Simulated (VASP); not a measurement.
Shape and ions are relaxed at each volume.

Energy against volume of Dy (hcp). Calculation: PBE GGA with D3 dispersion (zero damping), VASP's PBE PAW potentials (set 64) (plane waves; VASP).

The 4f electrons are frozen in the core of the lanthanide potential, so 4f levels, which can set the real gap, and their magnetism are missing.

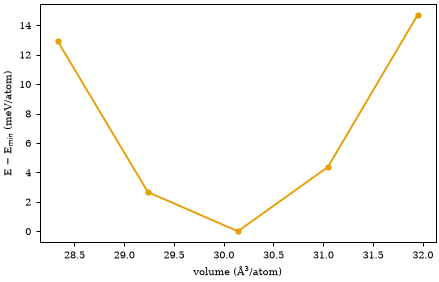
*Energy against volume*

Problem. Estimate the equilibrium volume and the bulk modulus.

Solution. The minimum lies near 30.0 Å³/atom, and the curvature gives B0 of about 41 GPa.

Measured: bulk modulus 40.5 GPa (computed value off by +1.2 %), as given by Wikipedia, Dysprosium (infobox). The calculation is for a static lattice, while the measured bulk modulus holds thermal and zero-point effects, which are part of the difference.

The compound is Dy in the hcp structure. It was relaxed first.
